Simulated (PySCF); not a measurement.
FH5O5SZr2

Input file:

```
{"job": {"kind": "inter", "xc": "PBE0", "basis": "def2-SVP", "disp": "d3bj", "pairs": false}, "charge": 0, "multiplicity": 1, "parts": [{"atoms": "0-11", "charge": 0, "multiplicity": 1}, {"atoms": "12-13", "charge": 0, "multiplicity": 1}]}
O      0.492080     0.704061     0.148411
Zr    -0.392045     0.314812    -1.656226
O      0.672092     1.418983    -2.801836
O     -0.086585    -1.459396    -2.406250
O     -1.521544    -0.915661     0.042571
Zr    -0.332706    -0.275804     1.535948
O      0.698542    -1.621964     2.440645
S     -1.510000     1.166758     3.161950
H      1.159537     2.040666    -3.339812
H      0.384140    -1.794162    -3.172467
H      1.425902    -2.215188     2.633092
H     -1.803475     2.107720     2.234077
F     -2.148650     1.037573    -1.983858
H     -2.150522    -1.600699    -0.202144
```

Launched as:

```sh
OMP_NUM_THREADS=1 python cluster_run.py task.json out
```

Geometry: PBE0-D3(BJ)/def2-SVP; core potentials replace the inner electrons of Zr.

Level of theory: PBE0-D3(BJ)/def2-SVP, SCF density, gas phase, scalar-relativistic core potentials on the heavy atoms (PySCF).

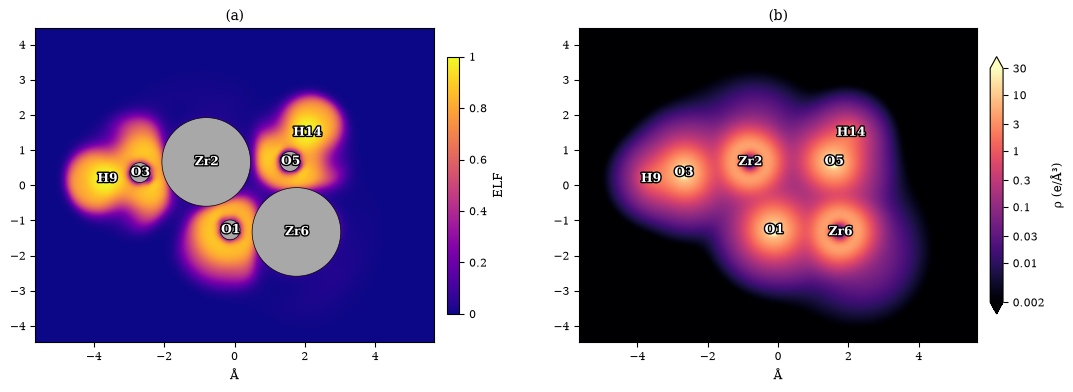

Figure 1. (a) electron localisation function; (b) electron density on the plane of atoms O1, Zr2 and O5. Grey discs cover the atomic cores in the ELF map.

What do the fields say about this system?

The plane passes through O, Zr and H nuclei. Zr–O (1.89 Å): ρ at the midpoint is about 1.1 e/Å³; the ELF peaks at about 0.85 in the valence shell of O, 0.5 Å from its nucleus, and drops to about 0.25 between the two atoms. Zr–Zr (3.25 Å): the density is about 0.28 e/Å³ at the midpoint; the ELF is about 0.25 at the midpoint. O–H (0.96 Å): ρ is about 3.7 e/Å³ halfway; the ELF climbs to about 1 towards the hydrogen, as it does in any bond to H; a covalent bond by its length. Zr–O (2.01 Å): ρ at the midpoint is about 0.74 e/Å³; the ELF peaks at about 0.85 in the valence shell of O, 0.6 Å from its nucleus, and drops to about 0.20 between the two atoms.

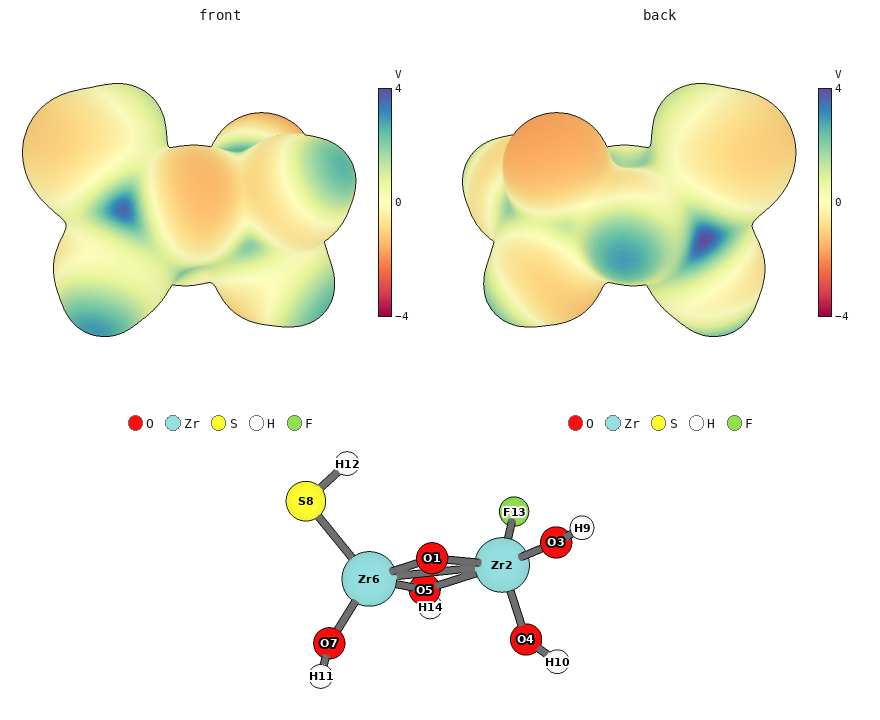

Figure 2. The molecular electrostatic potential painted on the density surface at 0.002 e/bohr³, seen from the front and from behind; red is negative and blue positive. The bare structure is drawn below in the same view.

Describe the electrostatic potential map.

The most negative region (about −1.7 V) lies over F13, the most positive (about +3.5 V) over Zr6.

How polar is the molecule by this calculation?

Its dipole moment is 4.13 D.
